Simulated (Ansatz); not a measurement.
## Electronic structure of GaH$_{4}$NSi in real space

Input file:

```
crystal:
  periodic: [false, false, false]
  atoms:
    - { symbol: "N", position_ang: [-0.5934, -0.9249, 0.0624] }
    - { symbol: Si, position_ang: [0.1986, 0.6806, 0.2571] }
    - { symbol: Ga, position_ang: [1.0041, -1.2618, -0.7058] }
    - { symbol: H, position_ang: [-1.4034, -0.6824, -0.5509] }
    - { symbol: H, position_ang: [0.6081, 1.1938, -1.0756] }
    - { symbol: H, position_ang: [-0.7005, 1.6616, 0.906] }
    - { symbol: H, position_ang: [0.9478, -0.7349, 1.0611] }
basis:
  gaussian: { orbitals: def2-SVP }
hamiltonian:
  xc: blyp
  dispersion: d4
relax:
  f_tol: 0.02
  max_steps: 50
output:
  orbitals: {}
```

Command:

```sh
ansatz run input.yaml --threads 2 --pin off --max-ram 3072MiB --backend cpu --events-out ev --progress --plain --runs-dir out
```

The fields are those of the relaxed geometry.

Computed with RKS BLYP-D4/def2-SVP in Ansatz 0.2.0.

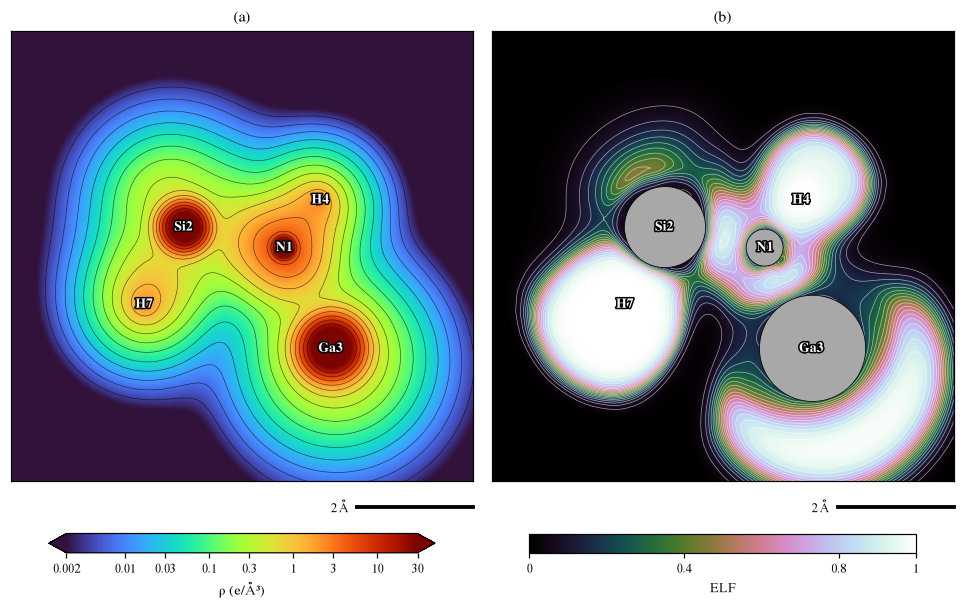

Figure 1. (a) total electron density; (b) ELF on the plane of atoms Ga3, N1 and H4. Grey discs cover the atomic cores in the ELF map.

Describe what can be read from this map.

The section cuts through N, Si, Ga and H sites. Si–N (1.76 Å): ρ at the midpoint is about 1 e/Å³; the ELF peaks at about 0.90 between the atoms (a shared but strongly polarised pair). Ga–N (1.93 Å): ρ is about 0.72 e/Å³ halfway; the ELF peaks at about 0.90 in the valence shell of N, 0.6 Å from its nucleus, and is about 0.35 at the midpoint. N–H (1.03 Å): the density is about 2.6 e/Å³ at the midpoint; the ELF climbs to about 1 towards the hydrogen, as it does in any bond to H; an ordinary covalent bond to hydrogen. Si–H (1.50 Å): the density is about 0.75 e/Å³ at the midpoint; the ELF climbs to about 1 towards the hydrogen.

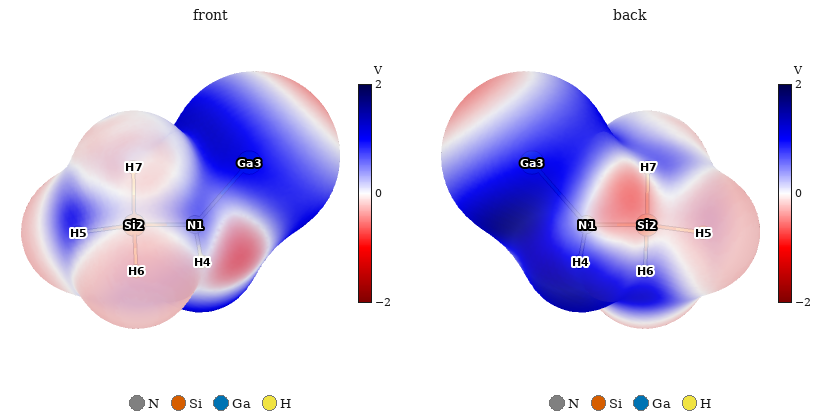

Figure 2. The electrostatic potential painted on the density surface at 0.002 e/bohr³, seen from the front and from behind; red is negative and blue positive.

Describe the electrostatic potential map.

The most negative region (about −0.5 V) lies over N1, the most positive (about +1.6 V) over Ga3.

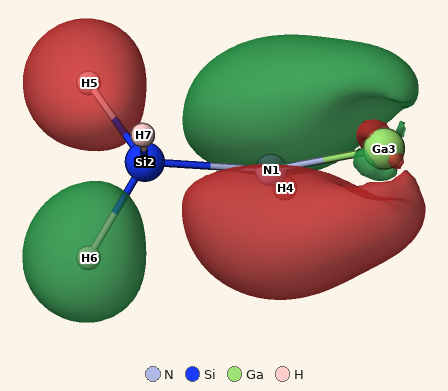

Figure 3. The HOMO at ±0.08 Å⁻³ᐟ² (green and red are the two phases), seen from one side.

What is the character of this orbital?

By Hirshfeld shares it lies mainly on N1 (about 60 %) and Ga3 (about 15 %). Its energy is −5.68 eV.
